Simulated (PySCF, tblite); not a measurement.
# C6H10ClFSi: geometry, infrared bands and NMR shifts

What infrared bands and NMR shifts should C6H10ClFSi (`C=CC[Si@H](CF)C(=C)Cl`) show?

Programs: tblite 0.8.0 and PySCF 2.14.0, with density-fitted response routines of our own. Each step states its level of theory. These are calculated values for one molecule in the gas phase, unless marked as measured. Atoms are numbered from 0 throughout.

## Step 1: The starting structure

19 atoms, charge 0, multiplicity 1; geometry from: force field or distance geometry start.

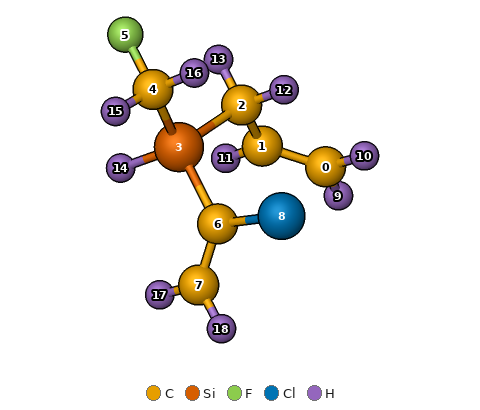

The starting geometry (carbon amber, silicon orange, fluorine green, chlorine blue, hydrogen purple), atoms numbered; sticks join atoms by distance.

## Step 2: Optimising the geometry with GFN2-xTB

Job settings and geometry (Å):

```
{"job": {"kind": "relax", "xc": "GFN2-xTB", "basis": "xTB"}, "charge": 0, "multiplicity": 1}
C      2.787400    -1.016700    -0.218300
C      1.981900    -0.028600    -0.679500
C      1.132200     0.820500     0.219600
Si    -0.741100     0.650000    -0.082000
C     -1.676100     1.829400     1.010000
F     -1.270800     3.100300     0.720300
C     -1.276700    -1.126900     0.290700
C     -1.657500    -1.977200    -0.664400
Cl    -1.270900    -1.714600     1.948100
H      3.387500    -1.594300    -0.897200
H      2.833100    -1.265900     0.835900
H      1.974500     0.179000    -1.736100
H      1.321600     0.616600     1.283400
H      1.399200     1.871800     0.044800
H     -1.034500     0.928000    -1.509000
H     -2.755100     1.783800     0.834600
H     -1.490600     1.656000     2.068900
H     -1.688300    -1.705400    -1.717700
H     -1.965600    -2.996500    -0.430000
```

Command:

```
OMP_NUM_THREADS=1 python probes_run.py task.json out
```

One launch serves the whole session: the jobs run in the order shown.

**Question.** This job is followed by: GFN2-xTB harmonic vibrations, gas phase; GIAO PBE0/pcSseg-1 NMR shielding, non-relativistic, gas phase. Predict these results of the whole session: strongest single infrared mode (GFN2-xTB); zero-point energy (GFN2-xTB); 13C shifts against TMS (PBE0/pcSseg-1); 1H shifts against TMS (PBE0/pcSseg-1); 29Si shifts against TMS (PBE0/pcSseg-1); 19F shifts against CFCl3 (PBE0/pcSseg-1); 35Cl shifts against HCl (PBE0/pcSseg-1).

The runs gave:

| quantity | value |
| --- | --- |
| strongest single infrared mode (GFN2-xTB) | 2242 cm⁻¹, 303 km/mol |
| zero-point energy (GFN2-xTB) | 87.1 kcal/mol |
| 13C shifts against TMS (PBE0/pcSseg-1) | 150.4, 140.2, 137.8, 122.4, 79.2, 22.7 ppm |
| 1H shifts against TMS (PBE0/pcSseg-1) | 6.29, 6.01, 6.01, 5.44, 5.27, 5.16, 5.01, 4.57, 2.20, 2.17 ppm |
| 29Si shifts against TMS (PBE0/pcSseg-1) | -23.0 ppm |
| 19F shifts against CFCl3 (PBE0/pcSseg-1) | -312.0 ppm |
| 35Cl shifts against HCl (PBE0/pcSseg-1) | 248 ppm |

What this shows: Relaxing lowered the energy by 0.173 eV in 82 steps; the close pair that moved most is Si3–C4, from 1.859 to 1.921 Å. All 51 modes are real, so the xTB geometry is a minimum. The strongest single mode, at 2242 cm⁻¹, moves mainly H14. GFN2-xTB is a fitted tight-binding method: band positions and strengths are rough. Its intensities can rank the bands wrongly. At PBE0/pcSseg-1: The widest tensor belongs to Cl8: span 498 ppm, with a paramagnetic part of -447 ppm.
